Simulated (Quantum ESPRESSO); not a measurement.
# λ and ρ(T) of TiC (Fm-3m) from pw.x, ph.x and EPW, part 3 of 6

Aim: the electron–phonon coupling and the phonon-limited resistivity of TiC (Fm-3m), by Wannier interpolation to fine meshes.

Quantum ESPRESSO 7.5; DFT PBE, scalar-relativistic, plane waves, PseudoDojo 0.4.1 norm-conserving pseudopotentials.

So far. Step 3 (Ground state): The Fermi level lies at 14.71 eV and the pressure is 0.011 GPa. Step 4 (Phonons on the coarse mesh): The lowest mode off the zone centre lies at 224 cm⁻¹ and the highest of all solved modes at 693 cm⁻¹, so the solved wavevectors are stable. The acoustic modes at the centre lie within 12 cm⁻¹ of zero before the sum rule is imposed.

### 7. Wannier functions and couplings

Projections Ti s, d and C s, p start 10 Wannier functions; states up to 2.5 eV over the Fermi level are frozen, and the projected functions are kept without the localisation step. Hamiltonian, force constants and couplings go to real space.

The input, epw1.in:

```
--
&inputepw
   prefix = 'x'
   outdir = './tmp'
   dvscf_dir = './save'
   elph = .true.
   etf_mem = 1
   nbndsub = 10
   bands_skipped = 'exclude_bands = 1-4'
   use_ws = .true.
   vme = 'wannier'
   asr_typ = 'crystal'
   nk1 = 9
   nk2 = 9
   nk3 = 9
   nq1 = 3
   nq2 = 3
   nq3 = 3
   amass(1) = 47.867
   amass(2) = 12.011
   epwwrite = .true.
   epwread = .false.
   wannierize = .true.
   num_iter = 0
   dis_win_max = 54.71
   dis_froz_max = 17.207
   proj(1) = 'Ti:s;d'
   proj(2) = 'C:s;p'
   wdata(1) = 'dis_num_iter = 600'
   wdata(2) = 'guiding_centres = .true.'
   wdata(3) = 'num_print_cycles = 50'
   wdata(4) = 'dis_mix_ratio = 0.7'
   band_plot = .true.
   filkf = 'path.dat'
   filqf = 'path.dat'
   fsthick = 100.0
   efermi_read = .true.
   fermi_energy = 14.7066
/
```

Started as:

```
$ OMP_NUM_THREADS=1 mpirun -n 8 epw.x -nk 8 -in epw1.in > epw1.out
```

The log of the run:

```text
[the first part of the log is left out]
     Number of WS vectors for phonons       81
     Number of WS vectors for electron-phonon       81
     Maximum number of cores for efficient parallelization      162
     Inside velocity step 1
     Velocity matrix elements calculated
     Writing Hamiltonian, Dynamical matrix and EP vertex in Wann rep to file
     ===================================================================
     Memory usage:  VmHWM =       572Mb
                   VmPeak =      1042Mb
     ===================================================================
     Using q-mesh file: path.dat
     WARNING: q-point weigths do not add up to 1 [loadqmesh_serial]
     Size of q point mesh for interpolation:         40
     Using k-mesh file: path.dat
     WARNING: k-point weigths do not add up to 1 [loadkmesh_para]
     Size of k point mesh for interpolation:         40
     Fermi energy coarse grid =  14.706617 eV
     ===================================================================
     Fermi energy is read from the input file: Ef =  14.706600 eV
     ===================================================================
     Skipping    4 occupied bands:
     The Fermi level will be determined with   8.00000 electrons
              ibndmin =     1  ebndmin =     2.313 eV
              ibndmax =    10  ebndmax =    35.019 eV
     Number of ep-matrix elements per pool :         3000 ~=   23.44 Kb (@ 8 bytes/ DP)
     We only need to compute       40 q-points
     ===================================================================
     Memory usage:  VmHWM =       572Mb
                   VmPeak =      1042Mb
     ===================================================================
```

Elapsed: 30 min, on 8 MPI ranks of Arm Neoverse N1, shared host; 4 h of CPU time.

Numbers from this step:

```
r.m.s. error of the interpolated bands from 2 eV under to 1 eV over the Fermi level : 4.8 meV
largest error in that range                                                         : 21.7 meV
lowest frequency on the path                                                        : 0 cm⁻¹
```

Electronic bands along the path, in eV, zero at the Fermi level; # counts the bands kept:

| point | #1 | #2 | #3 | #4 | #5 | #6 | #7 | #8 |
| --- | --- | --- | --- | --- | --- | --- | --- | --- |
| K | -9.59 | -3.47 | -3.35 | -1.72 | 1.47 | 3.16 | 3.84 | 5.45 |
| Γ | -12.39 | 0.71 | 0.71 | 0.71 | 1.68 | 1.68 | 1.68 | 1.75 |
| L | -8.92 | -5.83 | -2.89 | -2.89 | 2.94 | 2.94 | 4.12 | 8.17 |
| W | -9.52 | -3.14 | -3.14 | -2.70 | 2.80 | 2.80 | 3.54 | 5.14 |
| X | -10.11 | -3.43 | -1.60 | -0.04 | -0.04 | 2.74 | 3.54 | 3.54 |

The same for Wannier interpolation:

| point | #1 | #2 | #3 | #4 | #5 | #6 | #7 | #8 |
| --- | --- | --- | --- | --- | --- | --- | --- | --- |
| K | -9.59 | -3.47 | -3.35 | -1.72 | 1.48 | 3.17 | 3.87 | 5.82 |
| Γ | -12.39 | 0.71 | 0.71 | 0.71 | 1.68 | 1.68 | 1.68 | 1.75 |
| L | -8.92 | -5.83 | -2.90 | -2.90 | 2.94 | 2.94 | 4.12 | 8.21 |
| W | -9.52 | -3.14 | -3.14 | -2.70 | 2.81 | 2.81 | 3.54 | 5.25 |
| X | -10.11 | -3.43 | -1.60 | -0.03 | -0.03 | 3.24 | 3.54 | 3.54 |

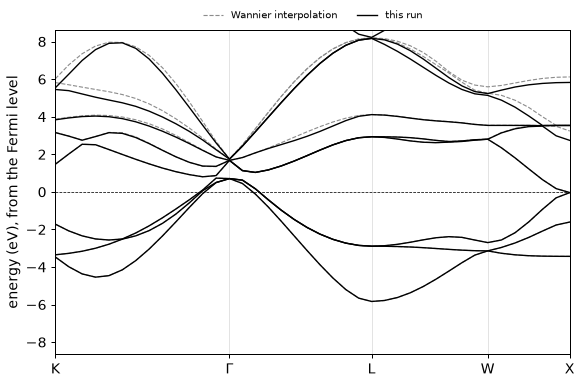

Electronic bands along the path; dashed: Wannier interpolation.

The phonon branches at the labelled points (cm⁻¹):

| point | branch 1 | branch 2 | branch 3 | branch 4 | branch 5 | branch 6 |
| --- | --- | --- | --- | --- | --- | --- |
| K | 283 | 337 | 356 | 552 | 590 | 622 |
| Γ | 0 | 0 | 0 | 515 | 515 | 515 |
| L | 261 | 261 | 452 | 576 | 576 | 747 |
| W | 327 | 327 | 340 | 578 | 578 | 622 |
| X | 286 | 286 | 345 | 512 | 512 | 589 |

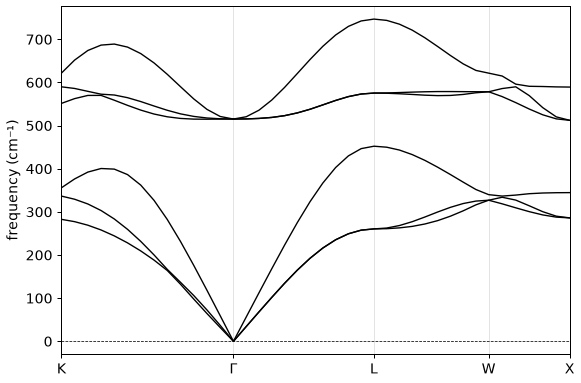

Phonon branches along the path.

Near the Fermi level the interpolated bands miss those of pw.x by 5 meV r.m.s. and 22 meV at most, each level matched to the nearest interpolated one; the r.m.s. value is under the 60 meV set for going on.

### 8. Coupling and Tc: fine k 16×16×16, q 8×8×8, width 0.15 eV, window 0.61 eV

The couplings are interpolated to a fine mesh near the Fermi level; their sum gives α²F and λ, and the linearised gap equation gives Tc.

The input, a2f-1.in:

```
--
&inputepw
   prefix = 'x'
   outdir = './tmp'
   dvscf_dir = './save'
   elph = .true.
   etf_mem = 1
   nbndsub = 10
   bands_skipped = 'exclude_bands = 1-4'
   use_ws = .true.
   vme = 'wannier'
   asr_typ = 'crystal'
   nk1 = 9
   nk2 = 9
   nk3 = 9
   nq1 = 3
   nq2 = 3
   nq3 = 3
   amass(1) = 47.867
   amass(2) = 12.011
   epwwrite = .false.
   epwread = .true.
   wannierize = .false.
   nkf1 = 16
   nkf2 = 16
   nkf3 = 16
   nqf1 = 8
   nqf2 = 8
   nqf3 = 8
   mp_mesh_k = .true.
   ephwrite = .true.
   eliashberg = .true.
   liso = .true.
   limag = .true.
   tc_linear = .true.
   tc_linear_solver = 'lapack'
   fsthick = 0.61
   degaussw = 0.15
   degaussq = 0.5
   nqstep = 500
   muc = 0.13
   wscut = 0.3
   nsiter = 500
   nstemp = 7
   temps = 0.5 1.0 2.0 4.0 8.0 16.0 32.0
/
```

Started as:

```
$ OMP_NUM_THREADS=1 mpirun -n 8 epw.x -nk 8 -in a2f-1.in > a2f-1.out
```

The log of the run:

```text
[the first part of the log is left out]
            Electron smearing (eV) =    0.150000000000000D+00
                 Fermi window (eV) =    0.610000000000000D+00
     Finish writing .ephmat files
     ===================================================================
     Memory usage:  VmHWM =        78Mb
                   VmPeak =       554Mb
     ===================================================================
     Finish writing dos file x.dos
     Finish writing phdos files x.phdos and x.phdos_proj
     ===================================================================
     Solve isotropic Eliashberg equations
     ===================================================================
     Finish reading freq file
                  Fermi level (eV) =     1.4707864360E+01
     DOS(states/spin/eV/Unit Cell) =     2.0109064200E-01
            Electron smearing (eV) =     1.5000000000E-01
                 Fermi window (eV) =     6.1000000000E-01
     Nr irreducible k-points within the Fermi shell =        31 out of       145
           4 bands within the Fermi window
     Finish reading egnv file
     Max nr of q-points =        84
     Finish reading ikmap files
     Start reading .ephmat files
     Finish reading .ephmat files
     a2f file is not found to estimate initial gap: calculating a2f files
     Finish reading a2f file
     Electron-phonon coupling strength =    0.2402592
     Estimated Tc using McMillan expression =   0.0003 K for muc =   0.1300
     Estimated Tc using Allen-Dynes modified McMillan expression =   0.0003 K
     Estimated Tc using SISSO machine learning model =   0.0004 K
     Estimated w_log =  46.1573 meV
     Estimated BCS superconducting gap using McMillan Tc =   0.0000 meV
     WARNING WARNING WARNING
     The code may crash since tempsmin =    0.500 K is larger than McMillan Tc =     0.000 K
     Start: Solving (isotropic) linearized Eliashberg equation with solver = lapack
     For the first Temp.    0.50  K
       Total number of frequency points nsiw(     1) =   1108
       Cutoff frequency wscut =     0.3001
     Superconducting transition temp. Tc is the one which has Max. eigenvalue close to 1
      -----------------------------------------------------------------
             Temp.       Max.         nsiw     wscut    Nr. of iters
             (K)       eigenvalue    (itemp)   (eV)      to Converge
      -----------------------------------------------------------------
             0.50      0.5493134     1108      0.3001        1
             1.00      0.4739889      554      0.3002        1
             2.00      0.3990512      277      0.3005        1
             4.00      0.3249680      139      0.3021        1
             8.00      0.2509286       69      0.3010        1
            16.00      0.1797717       35      0.3075        1
            32.00      0.1085480       17      0.3032        1
      -----------------------------------------------------------------
     Finish: Solving (isotropic) linearized Eliashberg equation
```

Run time: 4.3 min. Hardware: 8 MPI ranks; 35 min of CPU time.

Numbers from this step:

| Quantity | Value |
| --- | --- |
| coupling constant λ | 0.2403 |
| log mean phonon energy ħω_log | 46.16 meV |
| density of states at the Fermi level | 0.2011 states/eV a spin and cell |
| Fermi level on the fine mesh | 14.71 eV |

The a2F has structure finer than the step of the table below, so its rows give means over 5 meV, whole bins alone (the curve runs from 0.204 to 101 meV). Peaks (meV: height): 30.4: 0.196, 34.4: 0.259, 63.8: 0.829, 67.8: 0.360, 74.4: 0.284, 76.8: 0.158.

The a2F by phonon energy; means over each step:

| phonon energy (meV) | a2F |
| --- | --- |
| 5 | 0 |
| 10 | 0.0144 |
| 15 | 0.00198 |
| 20 | 0.0292 |
| 25 | 0.00683 |
| 30 | 0.0542 |
| 35 | 0.129 |
| 40 | 0.0544 |
| 45 | 0.0431 |
| 50 | 0.0110 |
| 55 | 0 |
| 60 | 0.0323 |
| 65 | 0.439 |
| 70 | 0.215 |
| 75 | 0.134 |
| 80 | 0.0518 |
| 85 | 0.0168 |
| 90 | 0 |

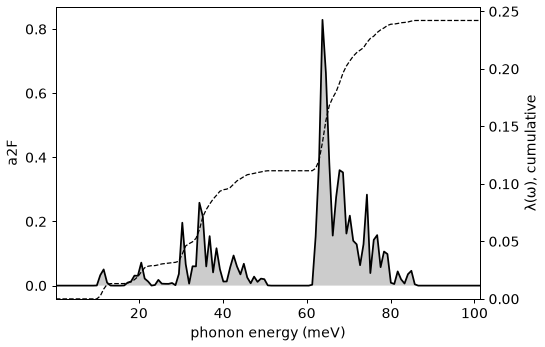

A2F against phonon energy. The dashed line is the running λ.

λ = 0.240 and ħω_log = 46.2 meV. The eigenvalue stays under 1 down to 0.5 K.

### 9. Resistivity: fine k 20×20×20, q 10×10×10, adaptive width, window 0.32 eV

The Boltzmann equation is solved by iteration on a fine mesh; only states within the window around the Fermi level enter.

The input, bte-1.in:

```
--
&inputepw
   prefix = 'x'
   outdir = './tmp'
   dvscf_dir = './save'
   elph = .true.
   etf_mem = 1
   nbndsub = 10
   bands_skipped = 'exclude_bands = 1-4'
   use_ws = .true.
   vme = 'wannier'
   asr_typ = 'crystal'
   nk1 = 9
   nk2 = 9
   nk3 = 9
   nq1 = 3
   nq2 = 3
   nq3 = 3
   amass(1) = 47.867
   amass(2) = 12.011
   epwwrite = .false.
   epwread = .true.
   wannierize = .false.
   nkf1 = 20
   nkf2 = 20
   nkf3 = 20
   nqf1 = 10
   nqf2 = 10
   nqf3 = 10
   mp_mesh_k = .true.
   scattering = .true.
   iterative_bte = .true.
   epmatkqread = .false.
   assume_metal = .true.
   int_mob = .false.
   carrier = .false.
   ngaussw = -99
   mob_maxiter = 200
   broyden_beta = 0.7
   fsthick = 0.32
   degaussw = 0.0
   nstemp = 6
   temps = 150 200 273 300 400 500
   restart = .false.
   selecqread = .false.
/
```

Started as:

```
$ OMP_NUM_THREADS=1 mpirun -n 8 epw.x -nk 8 -in bte-1.in > bte-1.out
```

The log of the run:

```text
[the first part of the log is left out]
     =============================================================================================
     Start solving iterative Boltzmann Transport Equation
     =============================================================================================
     Iteration number:         1
     =============================================================================================
       Temp     Fermi        DOS        Population SR                 Conductivity
        [K]      [eV]    [states/Ry] [carriers per cell]               [Ohm.cm]^-1
     =============================================================================================
      150.000  14.7443   0.74098E-01   0.00000E+00    0.798861E+05   -0.288641E-12    0.298006E-12
                                       0.34001E-14   -0.637162E-12    0.798861E+05    0.297618E-12
                                      -0.18094E-14    0.558600E-14    0.762333E-12    0.798861E+05
      200.000  14.7400   0.10132E-02   0.00000E+00    0.607585E+05   -0.445316E-12   -0.148543E-12
                                       0.88818E-15   -0.286025E-12    0.607585E+05    0.121908E-12
                                       0.11991E-14    0.283402E-12    0.780542E-12    0.607585E+05
      273.000  14.7344   0.37333E-05  -0.33881E-20    0.442285E+05    0.571899E-13   -0.720357E-13
                                      -0.16648E-15    0.132548E-12    0.442285E+05   -0.750234E-12
                                      -0.70322E-15   -0.114402E-12   -0.590780E-12    0.442285E+05
      300.000  14.7325   0.59426E-06   0.33881E-20    0.399463E+05    0.143448E-12    0.928776E-14
                                      -0.87430E-15    0.216263E-12    0.399463E+05   -0.106196E-12
                                       0.82607E-15    0.807938E-13   -0.845605E-12    0.399463E+05
      400.000  14.7268   0.20155E-08   0.69457E-17    0.292160E+05   -0.116276E-13    0.204223E-13
                                      -0.33307E-15   -0.116270E-13    0.292160E+05    0.144083E-12
                                      -0.71185E-15    0.226220E-12    0.452629E-12    0.292160E+05
      500.000  14.7228   0.49649E-10  -0.13871E-16    0.233345E+05    0.930152E-13    0.897593E-13
                                       0.44414E-15    0.106969E-12    0.233345E+05   -0.874655E-13
                                       0.66898E-15    0.944101E-13    0.154721E-12    0.233345E+05
                                                      0.798861E+05    Max error
     [...]
     Iteration number:        16
     =============================================================================================
       Temp     Fermi        DOS        Population SR                 Conductivity
        [K]      [eV]    [states/Ry] [carriers per cell]               [Ohm.cm]^-1
     =============================================================================================
      150.000  14.7443   0.74098E-01   0.17347E-17    0.829086E+05   -0.329627E-12   -0.441673E-12
                                      -0.50931E-14   -0.446478E-12    0.829086E+05   -0.156351E-11
                                       0.18689E-14   -0.148962E-12    0.827664E-12    0.829086E+05
      200.000  14.7400   0.10132E-02  -0.86736E-18    0.631185E+05    0.261318E-12   -0.109202E-12
                                      -0.77716E-15    0.304629E-12    0.631185E+05    0.214391E-15
                                      -0.10225E-14   -0.294363E-12    0.288375E-12    0.631185E+05
      273.000  14.7344   0.37333E-05   0.21176E-21    0.459549E+05   -0.163683E-13   -0.304615E-12
                                      -0.10547E-14    0.116270E-14    0.459549E+05   -0.655686E-12
                                      -0.24675E-15    0.148459E-12    0.138101E-13    0.459549E+05
      300.000  14.7325   0.59426E-06   0.86736E-18    0.415028E+05   -0.158414E-13   -0.269446E-14
                                       0.88818E-15   -0.232541E-14    0.415028E+05   -0.145376E-12
                                      -0.81126E-15    0.297400E-14   -0.151984E-12    0.415028E+05
      400.000  14.7268   0.20155E-08  -0.69389E-17    0.303295E+05   -0.976677E-13   -0.678891E-13
                                      -0.38858E-15    0.581352E-13    0.303295E+05   -0.139328E-12
                                      -0.27181E-14   -0.737020E-13   -0.143669E-12    0.303295E+05
      500.000  14.7228   0.49649E-10  -0.23592E-15    0.241851E+05    0.883661E-13    0.126998E-12
                                       0.44409E-15    0.930163E-13    0.241851E+05   -0.366293E-12
                                      -0.81098E-16   -0.170654E-12   -0.218838E-13    0.241851E+05
                                                      0.994754E-06    Max error
```

Wall time 4.8 min (8 MPI ranks).

This step gave:

```
iterations           : 16
resistivity at 300 K : 24.09 μΩ cm
```

Resistivity, by row:

| T (K) | rho_xx (μΩ cm) | rho_yy | rho_zz | relaxation-time approximation, mean of the axes (μΩ cm) |
| --- | --- | --- | --- | --- |
| 150 | 12.06 | 12.06 | 12.06 | 10.56 |
| 200 | 15.84 | 15.84 | 15.84 | 13.85 |
| 273 | 21.76 | 21.76 | 21.76 | 19.04 |
| 300 | 24.09 | 24.09 | 24.09 | 21.09 |
| 400 | 32.97 | 32.97 | 32.97 | 28.96 |
| 500 | 41.35 | 41.35 | 41.35 | 36.5 |

ρ(300 K) = 24.1 μΩ cm; the relaxation-time start gave 21.1. One mesh does not show convergence. The largest adaptive width printed is 0.39 eV, against a window of 0.32 eV outside which no state is counted.

(Part 3 of 6 ends here.)

[The logs of pw.x and epw.x are selected lines.]

[Logs are printed without paths, hosts, clocks, repeated set-up lines and the standing remarks that a program may print on its own settings, such as how far it seeks lower states.]

[Hosts, paths, dates, database ids (printed as entryN), source tags and the programs' standing remarks are cut or masked in the printed files.]
